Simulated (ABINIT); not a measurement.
**A GW run on Li2H6Pt (Fm-3m) in ABINIT, with inputs changed**

A base run on Li2H6Pt (Fm-3m), then changed inputs.

Method: LDA and many-body steps on it, plane waves, in ABINIT 10.8.3.

### 1. The structure

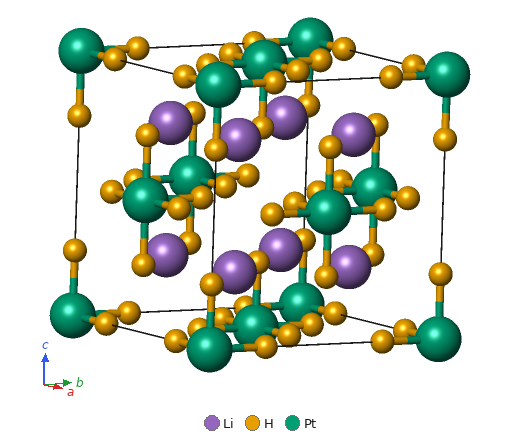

The starting structure, seen slightly off an axis (lithium purple, hydrogen orange, platinum teal). This picture shows the conventional cell, with its axes. Some periodic images of atoms are drawn too.

The cell and positions are those that the Materials Project relaxed with its own functionals (PBE, PBE+U or r2SCAN), kept fixed. Spin-orbit coupling is left out unless a step names it.

### 2. Screening, 4×4×4 mesh, 70 bands, screening to 122.5 eV

This step: ABINIT 10.8.3; RPA screening on LDA, plane waves, norm-conserving pseudopotentials.

The RPA dielectric matrix is built and inverted for each q.

run.abi reads:

```
acell 3*1.0 Angstrom
rprim 
  0.000000000000 3.324927160000 3.324927160000
  3.324927160000 0.000000000000 3.324927160000
  3.324927160000 3.324927160000 0.000000000000
ntypat 3
znucl 3 1 78
natom 9
typat 1 1 2 2 2 2 2 2 3
xred 
  0.750000000000 0.750000000000 0.750000000000
  0.250000000000 0.250000000000 0.250000000000
  0.754787880000 0.754787880000 0.245212120000
  0.245212120000 0.754787880000 0.245212120000
  0.754787880000 0.245212120000 0.245212120000
  0.245212120000 0.245212120000 0.754787880000
  0.754787880000 0.245212120000 0.754787880000
  0.245212120000 0.754787880000 0.754787880000
  0.000000000000 0.000000000000 0.000000000000
pp_dirpath "pseudos"
pseudos "Li.upf, H.upf, Pt.upf"
ecut 34
ngkpt 4 4 4
nshiftk 1
shiftk 0 0 0
kptopt 1
chksymbreak 0
istwfk *1
occopt 1
irdwfk 1
optdriver 3
nband 70
ecuteps 4.5
inclvkb 2
awtr 1
symchi 1
indata_prefix "in"
outdata_prefix "out"
tmpdata_prefix "tmp"
```

On the command line:

```console
OMP_NUM_THREADS=1 mpirun -n 4 abinit run.abi > log
```

What it wrote:

```text
.Version 10.8.3 of ABINIT. v10.8.2 released Aug 2026.

 Symmetries : space group Fm -3 m (#225); Bravais cF (face-center cubic)
[... echo of the input left out ...]
== DATASET  1 ==================================================================
-   mpi_nproc: 4, omp_nthreads: 1 (-1 if OMP is not activated)

--- !DatasetInfo
iteration_state: {dtset: 1, }
dimensions: {natom: 9, nkpt: 8, mband: 70, nsppol: 1, nspinor: 1, nspden: 1, mpw: 4723, }
cutoff_energies: {ecut:  34.0, pawecutdg:  -1.0, }
electrons: {nelect:   3.00000000E+01, charge:   0.00000000E+00, occopt:   1.00000000E+00, tsmear:   1.00000000E-02, }

 SCREENING: Calculation of the susceptibility and dielectric matrices

 Based on a program developped by R.W. Godby, V. Olevano, G. Onida, and L. Reining.
 Incorporated in ABINIT by V. Olevano, G.-M. Rignanese, and M. Torrent.
.Using double precision arithmetic ; gwpc =  8

[... cell and pseudopotentials left out ...]
--------------------------------------------------------------------------------

 ==== K-mesh for the wavefunctions ====
 Number of points in the irreducible wedge :     8
[... list of points left out ...]
 Together with 48 symmetry operations and time-reversal symmetry
 yields    64 points in the full Brillouin Zone.

 ==== Q-mesh for the screening function ====
 Number of points in the irreducible wedge :     8
[... list of points left out ...]
 Together with 48 symmetry operations and time-reversal symmetry
 yields    64 points in the full Brillouin Zone.

 setmesh: FFT mesh size selected  =    32x   32x   32
          total number of points  =        32768

 vcoul_init : cutoff-mode = AUXILIARY_FUNCTION
 q-points for optical limit:   1
     1)      0.000010    0.000020    0.000030

- screening: taking advantage of time-reversal symmetry
- Maximum band index for partially occupied states nbvw = 15
- Remaining bands to be divided among processors   nbcw = 55
- Number of bands treated by each node ~13

 Number of electrons calculated from density =   30.0000; Expected =   30.0000
 average of density, n =  0.060471
 r_s =    1.5805
 omega_plasma =   23.7208 [eV]

 calculating chi0 at frequencies [eV] :
  1    0.000000E+00    0.000000E+00
  2    0.000000E+00    2.372082E+01

--------------------------------------------------------------------------------
  q-point number  1        q = ( 0.000000, 0.000000, 0.000000) [r.l.u.]
--------------------------------------------------------------------------------
[... chi0 elements left out ...]
 For q-point:  0.000010 0.000020 0.000030
  dielectric constant =   4.2183
  dielectric constant without local fields =   5.1630

  Average fulfillment of the sum rule on Im[epsilon] for q-point    1 :     55.39  [%]
[... wings left out ...]
  q-point number  2        q = ( 0.250000, 0.000000, 0.000000) [r.l.u.]
--------------------------------------------------------------------------------
[... chi0 elements left out ...]
  Average fulfillment of the sum rule on Im[epsilon] for q-point    2 :     71.32  [%]

 [... 6 further q-points ...]
```

Elapsed: 25 s, on 4 MPI ranks of Intel Xeon Platinum 8375C at 2.90GHz (Ice Lake), shared host; peak memory 1.1 GiB; 98 s of CPU time.

Numbers from this step:

| Property | Result |
| --- | --- |
| ε∞ with local fields, on this mesh, along the program's q direction | 4.218 |
| the same without local fields | 5.163 |
| plasma frequency | 23.72 eV |
| plane waves in the screening matrix | 259 |

Local fields lower ε∞ by 18 %.

### 3. Base

The self-energy is evaluated for the states that the input lists, and the levels follow from it, in one-shot runs by the linearised quasiparticle equation.

This step: G0W0 on LDA, plane waves, norm-conserving pseudopotentials.

Changes to run.abi since step 2:

```diff
@@ -30,8 +30,19 @@
 irdwfk 1
-optdriver 3
+optdriver 4
 nband 70
+gwcalctyp 0
+ecutsigx 34
+symsigma 1
+nkptgw 3
+kptgw 
+  -0.2500000000 0.2500000000 0.0000000000
+  0.5000000000 0.5000000000 0.0000000000
+  0.0000000000 0.0000000000 0.0000000000
+bdgw 
+  14 17
+  14 17
+  13 19
 ecuteps 4.5
-inclvkb 2
-awtr 1
-symchi 1
+irdscr 1
+ppmodel 1
 indata_prefix "in"
```

What it wrote:

```text
.Version 10.8.3 of ABINIT. v10.8.2 released Aug 2026.

 Symmetries : space group Fm -3 m (#225); Bravais cF (face-center cubic)
[... echo of the input left out ...]
== DATASET  1 ==================================================================
-   mpi_nproc: 4, omp_nthreads: 1 (-1 if OMP is not activated)

--- !DatasetInfo
iteration_state: {dtset: 1, }
dimensions: {natom: 9, nkpt: 8, mband: 70, nsppol: 1, nspinor: 1, nspden: 1, mpw: 4723, }
cutoff_energies: {ecut:  34.0, pawecutdg:  -1.0, }
electrons: {nelect:   3.00000000E+01, charge:   0.00000000E+00, occopt:   1.00000000E+00, tsmear:   1.00000000E-02, }

 SIGMA: Calculation of the GW corrections

 Based on a program developped by R.W. Godby, V. Olevano, G. Onida, and L. Reining.
 Incorporated in ABINIT by V. Olevano, G.-M. Rignanese, and M. Torrent.
.Using double precision arithmetic ; gwpc =  8

[... cell and pseudopotentials left out ...]
--------------------------------------------------------------------------------

 ==== K-mesh for the wavefunctions ====
 Number of points in the irreducible wedge :     8
[... list of points left out ...]
 Together with 48 symmetry operations and time-reversal symmetry
 yields    64 points in the full Brillouin Zone.

 ==== Q-mesh for screening function ====
 Number of points in the irreducible wedge :     8
[... list of points left out ...]
 Together with 48 symmetry operations and time-reversal symmetry
 yields    64 points in the full Brillouin Zone.

 vcoul_init : cutoff-mode = AUXILIARY_FUNCTION
 q-points for optical limit:   1
     1)      0.000010    0.000020    0.000030
 setmesh: FFT mesh size selected  =    48x   48x   48
          total number of points  =       110592

 Number of electrons calculated from density =   30.0000; Expected =   30.0000
 average of density, n =  0.060471
 r_s =    1.5805
 omega_plasma =   23.7208 [eV]

 === KS Band Gaps ===
  >>>> For spin  1
   Minimum direct gap =   4.3344 [eV], located at k-point      :   0.5000  0.5000  0.0000
   Fundamental gap    =   2.7574 [eV], Top of valence bands at :  -0.2500  0.2500  0.0000
                                       Bottom of conduction at :   0.5000  0.5000  0.0000
 SIGMA fundamental parameters:
 PLASMON POLE MODEL  1
 number of plane-waves for SigmaX                 4693
 number of plane-waves for SigmaC and W            259
 number of plane-waves for wavefunctions          4693
 number of bands                                    70
 number of independent spin polarizations            1
 number of spinorial components                      1
 number of k-points in IBZ                           8
 number of q-points in IBZ                           8
 number of symmetry operations                      48
 number of k-points in BZ                           64
 number of q-points in BZ                           64
 number of frequencies for dSigma/dE                 9
 frequency step for dSigma/dE [eV]                0.25
 number of omega for Sigma on real axis              0
 max omega for Sigma on real axis  [eV]           0.00
 zcut for avoiding poles [eV]                     0.10

 EPSILON^-1 parameters (SCR file):
 dimension of the eps^-1 matrix on file            259
 dimension of the eps^-1 matrix used               259
 number of plane-waves for wavefunctions          4693
 number of bands                                    70
 number of q-points in IBZ                           8
 number of frequencies                               2
 number of real frequencies                          1
 number of imag frequencies                          1

 matrix elements of self-energy operator (all in [eV])

 Perturbative Calculation

--- !SelfEnergy_ee
iteration_state: {dtset: 1, }
kpoint     : [  -0.250,    0.250,    0.000, ]
spin       : 1
KS_gap     :    5.309
QP_gap     :    7.322
Delta_QP_KS:    2.014
data: !SigmaeeData |
     Band     E0 <VxcDFT>   SigX SigC(E0)      Z dSigC/dE  Sig(E)    E-E0       E
       14   0.295 -14.786 -18.648   3.018   0.799  -0.251 -15.461  -0.675  -0.380
       15   1.410 -12.321 -15.301   2.020   0.811  -0.232 -13.100  -0.779   0.632
       16   6.719 -12.843  -8.443  -2.900   0.824  -0.214 -11.608   1.235   7.954
       17   6.814 -13.436  -8.908  -2.912   0.820  -0.220 -12.111   1.324   8.138

--- !SelfEnergy_ee
iteration_state: {dtset: 1, }
kpoint     : [   0.500,    0.500,    0.000, ]
spin       : 1
KS_gap     :    4.334
QP_gap     :    6.510
Delta_QP_KS:    2.175
data: !SigmaeeData |
     Band     E0 <VxcDFT>   SigX SigC(E0)      Z dSigC/dE  Sig(E)    E-E0       E
       14  -0.167 -11.272 -14.761   2.336   0.804  -0.243 -12.200  -0.928  -1.095
       15  -0.167 -11.272 -14.761   2.336   0.804  -0.243 -12.200  -0.928  -1.095
[...]
--- !SelfEnergy_ee
iteration_state: {dtset: 1, }
kpoint     : [   0.000,    0.000,    0.000, ]
spin       : 1
KS_gap     :    6.656
QP_gap     :    8.778
Delta_QP_KS:    2.122
data: !SigmaeeData |
     Band     E0 <VxcDFT>   SigX SigC(E0)      Z dSigC/dE  Sig(E)    E-E0       E
[...]
17   8.657 -10.863  -6.051  -3.281   0.834  -0.199  -9.587   1.276   9.933
       18   8.657 -10.863  -6.051  -3.281   0.834  -0.199  -9.587   1.276   9.933
       19   8.657 -10.863  -6.051  -3.281   0.834  -0.199  -9.587   1.276   9.933

== END DATASET(S) ==============================================================
================================================================================

 -outvars: echo values of variables after computation  --------
           etotal      0.0000000000E+00
            nband          70
             nkpt           8
          spgroup         225
 [... the other variables as echoed above ...]

 Calculation completed.
```

It took 15 s on 4 MPI ranks; peak memory 1 GiB.

This step gave:

```
G0W0 gap on the points computed              : 4.783 eV
starting gap on the mesh                     : 2.758 eV
k of the valence top                         : -0.25, 0.25, 0
k of the conduction bottom                   : 0.5, 0.5, 0
Z at the valence top                         : 0.811
Z at the conduction bottom                   : 0.827
least direct G0W0 gap on the computed points : 6.51 eV
```

The gap on the mesh goes from 2.76 eV to 4.78 eV, a correction of +2.03 eV.

### 4. Coulomb singularity

Changes to run.abi since step 3:

```diff
@@ -47,2 +47,3 @@
 ppmodel 1
+gw_icutcoul 7
 indata_prefix "in"
```

What it wrote:

```text
.Version 10.8.3 of ABINIT. v10.8.2 released Aug 2026.

 Symmetries : space group Fm -3 m (#225); Bravais cF (face-center cubic)
[... echo of the input left out ...]
== DATASET  1 ==================================================================
-   mpi_nproc: 4, omp_nthreads: 1 (-1 if OMP is not activated)

--- !DatasetInfo
iteration_state: {dtset: 1, }
dimensions: {natom: 9, nkpt: 8, mband: 70, nsppol: 1, nspinor: 1, nspden: 1, mpw: 4723, }
cutoff_energies: {ecut:  34.0, pawecutdg:  -1.0, }
electrons: {nelect:   3.00000000E+01, charge:   0.00000000E+00, occopt:   1.00000000E+00, tsmear:   1.00000000E-02, }

 SIGMA: Calculation of the GW corrections

 Based on a program developped by R.W. Godby, V. Olevano, G. Onida, and L. Reining.
 Incorporated in ABINIT by V. Olevano, G.-M. Rignanese, and M. Torrent.
.Using double precision arithmetic ; gwpc =  8

[... cell and pseudopotentials left out ...]
--------------------------------------------------------------------------------

 ==== K-mesh for the wavefunctions ====
 Number of points in the irreducible wedge :     8
[... list of points left out ...]
 Together with 48 symmetry operations and time-reversal symmetry
 yields    64 points in the full Brillouin Zone.

 ==== Q-mesh for screening function ====
 Number of points in the irreducible wedge :     8
[... list of points left out ...]
 Together with 48 symmetry operations and time-reversal symmetry
 yields    64 points in the full Brillouin Zone.

 vcoul_init : cutoff-mode = AUX_GB
 q-points for optical limit:   1
     1)      0.000010    0.000020    0.000030
 setmesh: FFT mesh size selected  =    48x   48x   48
          total number of points  =       110592

 Number of electrons calculated from density =   30.0000; Expected =   30.0000
[...]
number of plane-waves for wavefunctions          4693
 number of bands                                    70
 number of q-points in IBZ                           8
 number of frequencies                               2
 number of real frequencies                          1
 number of imag frequencies                          1

 matrix elements of self-energy operator (all in [eV])

 Perturbative Calculation

--- !SelfEnergy_ee
iteration_state: {dtset: 1, }
kpoint     : [  -0.250,    0.250,    0.000, ]
spin       : 1
KS_gap     :    5.309
QP_gap     :    7.330
Delta_QP_KS:    2.022
data: !SigmaeeData |
     Band     E0 <VxcDFT>   SigX SigC(E0)      Z dSigC/dE  Sig(E)    E-E0       E
       14   0.295 -14.786 -18.699   3.037   0.799  -0.252 -15.486  -0.699  -0.404
       15   1.410 -12.321 -15.352   2.040   0.811  -0.233 -13.125  -0.804   0.607
       16   6.719 -12.843  -8.443  -2.920   0.823  -0.215 -11.625   1.218   7.937
[...]
--- !SelfEnergy_ee
iteration_state: {dtset: 1, }
kpoint     : [   0.500,    0.500,    0.000, ]
spin       : 1
KS_gap     :    4.334
QP_gap     :    6.517
Delta_QP_KS:    2.183
data: !SigmaeeData |
     Band     E0 <VxcDFT>   SigX SigC(E0)      Z dSigC/dE  Sig(E)    E-E0       E
[...]
--- !SelfEnergy_ee
iteration_state: {dtset: 1, }
kpoint     : [   0.000,    0.000,    0.000, ]
spin       : 1
KS_gap     :    6.656
QP_gap     :    8.785
Delta_QP_KS:    2.129
data: !SigmaeeData |
     Band     E0 <VxcDFT>   SigX SigC(E0)      Z dSigC/dE  Sig(E)    E-E0       E
[...]
18   8.657 -10.863  -6.051  -3.301   0.833  -0.200  -9.604   1.259   9.915
       19   8.657 -10.863  -6.051  -3.301   0.833  -0.200  -9.604   1.259   9.915

== END DATASET(S) ==============================================================
================================================================================

 -outvars: echo values of variables after computation  --------
           etotal      0.0000000000E+00
            nband          70
             nkpt           8
          spgroup         225
 [... the other variables as echoed above ...]

 Calculation completed.
```

It took 23 s on 4 MPI ranks; peak memory 1.1 GiB; 91 s of CPU time.

Numbers from this step:

```
G0W0 gap on the points computed              : 4.791 eV
starting gap on the mesh                     : 2.758 eV
k of the valence top                         : -0.25, 0.25, 0
k of the conduction bottom                   : 0.5, 0.5, 0
Z at the valence top                         : 0.811
Z at the conduction bottom                   : 0.826
least direct G0W0 gap on the computed points : 6.517 eV
```

Against G0W0 in ABINIT (4×4×4 mesh, 70 bands, screening to 122.5 eV, Godby-Needs plasmon pole), the gap moves by +0.008 eV.

### 5. The runs together

Times are wall times on 4 MPI ranks of Intel Xeon Platinum 8375C at 2.90GHz (Ice Lake), shared host, good to a factor of about two. A run's time includes the screening step that it read.

```csv
run,mesh,bands,screening cutoff (eV),DFT gap (eV),gap on the mesh (eV),direct (eV),ε∞ used,time
base,4×4×4,70,122.5,2.758,4.783,6.510,4.22,40 s
Coulomb singularity,4×4×4,70,122.5,2.758,4.791,6.517,4.22,48 s
```

### 6. What came out

```yaml
base: 4.783 eV
coulomb_singularity: 4.791 eV
known_limits: not at the basis limit; no spin polarisation; d states lean on the start; no spin-orbit coupling
```

What this shows: Coulomb singularity: +0.008 eV against base (keys changed: gw_icutcoul). Bands and cutoff are finite, so the gap is not at the basis limit. The miss can reach some tenths of an eV and take either sign; the mesh is an error of its own. In the G0W0 runs levels were corrected at 3 k points alone, so a gap called «on the mesh» is the least over those, and an edge elsewhere would be missed. The runs have no spin polarisation. For a closed low-spin shell that is the natural state; where a d or f shell is open it is a constraint, and the gap is then not the crystal's own. With d states at the gap, one-shot GW leans hard on its start. The many-body steps are scalar-relativistic: spin-orbit coupling is not in them.

[Paths, hosts, dates, memory and timing lines, banners, echoed tables and standing remarks are left out of the program output.]

[Logs are printed without paths, hosts, clocks, repeated set-up lines and the standing remarks that a program may print on its own settings, such as how far it seeks lower states.]

[Runs of the session that timed out or met a known fault of the program may be left out.]

[Hosts, paths, dates, database ids (printed as entryN), source tags and the programs' standing remarks are cut or masked in the printed files.]

[G0W0 gaps are taken among the corrected bands and points alone; a level outside them can change the order at an edge.]

[Where Ansatz stands beside ABINIT at settings called matched, ABINIT's density can come from a denser mesh and the files from another edition; pairs whose starting gaps differed by over 0.03 eV were left out, so agreement reads better than it is.]
